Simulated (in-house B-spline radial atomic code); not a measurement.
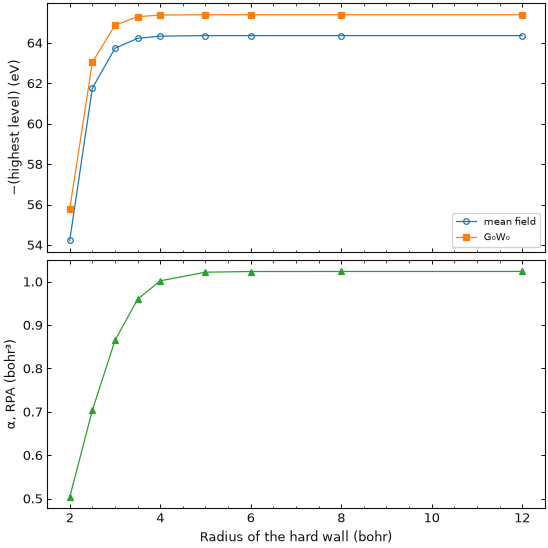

C³⁺ ([He] 2s) confined in a hard spherical wall, Hartree-Fock start. All-electron spherical atom, non-relativistic, no spin-orbit coupling, Breit or QED terms; computed with a B-spline radial code.

**What does confinement do?**

As the wall closes from 12 to 2 bohr, the mean-field binding energy of 2s↑ goes from 64.36 to 54.23 eV, and the G₀W₀ value from 65.39 (at 12 bohr) to 55.78 eV (at 2 bohr). The RPA-screened polarisability falls from 1.02 to 0.503 bohr³, and the RPA correlation energy goes from −0.1105 to −0.1199 hartree.
